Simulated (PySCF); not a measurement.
## Electronic structure of C₅H₁₀AlFO in real space

Input file:

```
{"job": {"kind": "uv", "xc": "PBE0", "basis": "def2-SVPD", "nstates": 8, "ntriplets": 3}, "charge": 0, "multiplicity": 1}
C      0.082723     2.096355    -0.237514
C     -0.317082     0.856733    -0.037553
C     -1.704587     0.277952    -0.125344
C     -1.438298    -1.228608    -0.128058
C     -0.156551    -1.303738     0.691723
O      0.576495    -0.149577     0.291287
Al     2.405499    -0.001848    -0.202566
F      2.807876    -1.601842     0.012033
H      1.120245     2.358754    -0.124852
H     -0.612891     2.862769    -0.524083
H     -2.287128     0.572694     0.751319
H     -2.230155     0.622544    -1.013525
H     -1.250272    -1.577949    -1.144083
H     -2.247013    -1.811645     0.305315
H     -0.370526    -1.236799     1.765400
H      0.456014    -2.183155     0.496759
H      2.237099     0.472734    -1.668740
H      2.919794     0.980943     0.880828
```

Command:

```sh
OMP_NUM_THREADS=1 python probes_run.py task.json out
```

Geometry: GFN2-xTB.

All numbers below come from PBE0/def2-SVPD, SCF density, gas phase in PySCF.

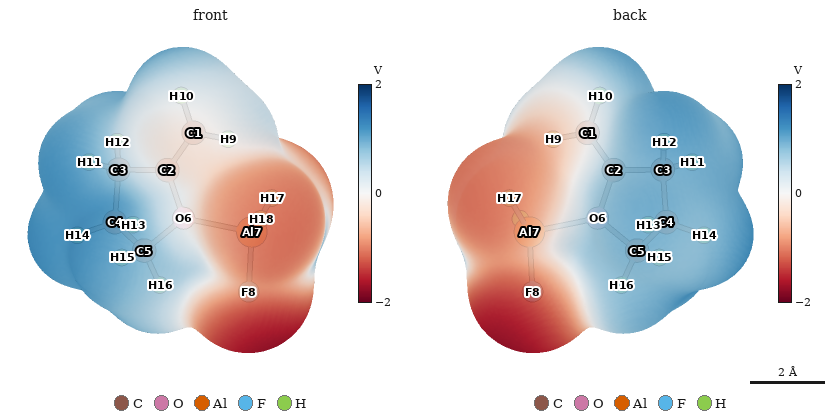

Figure 1. The molecular electrostatic potential painted on the density surface at 0.001 e/bohr³, seen from the front and from behind; red is negative and blue positive.

> Describe the electrostatic potential map.

The most negative region (about −1.7 V) lies over F8, the most positive (about +1.2 V) over the C and H atoms.

> How polar is the molecule by this calculation?

Its dipole moment is 6.33 D.

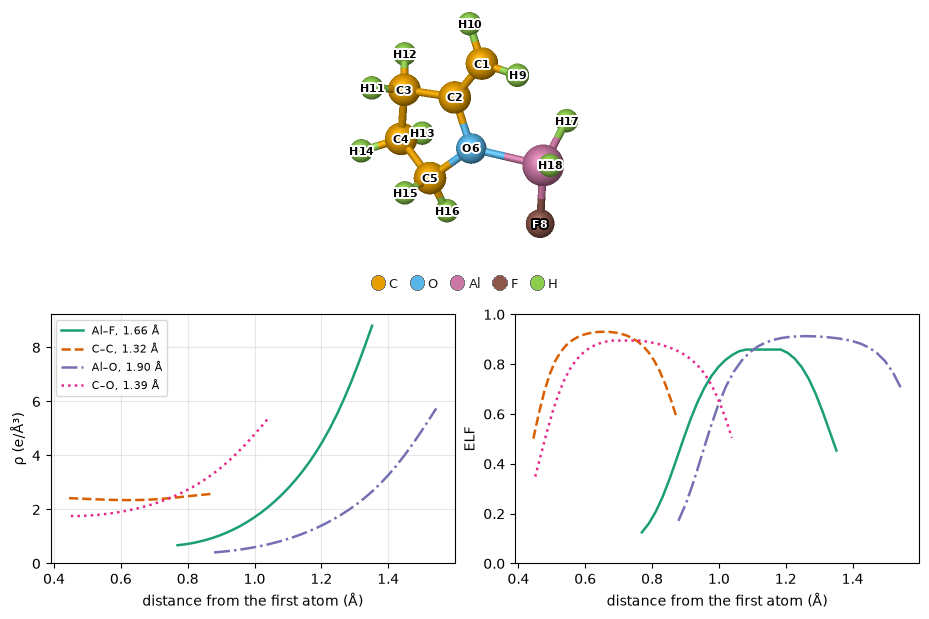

Figure 2. Electron density and electron localisation function along straight lines between neighbouring atoms. The curves leave out the atomic cores. The structure is drawn too.

> Compare the contacts.

Al–F (1.66 Å): ρ is about 0.8 e/Å³ halfway; the ELF peaks at about 0.85 in the valence shell of F, 0.6 Å from its nucleus, and is about 0.25 at the midpoint.
C–C (1.32 Å): ρ at the midpoint is about 2.4 e/Å³; the ELF peaks at about 0.95 between the atoms (a multiple bond).
Al–O (1.90 Å): the density is about 0.5 e/Å³ at the midpoint; the ELF peaks at about 0.90 in the valence shell of O, 0.6 Å from its nucleus, and is about 0.45 at the midpoint.
C–O (1.39 Å): the density is about 2.2 e/Å³ at the midpoint, with its minimum of 1.8 e/Å³ about 0.5 Å from C; the ELF peaks at about 0.90 between the atoms (a shared but strongly polarised pair).
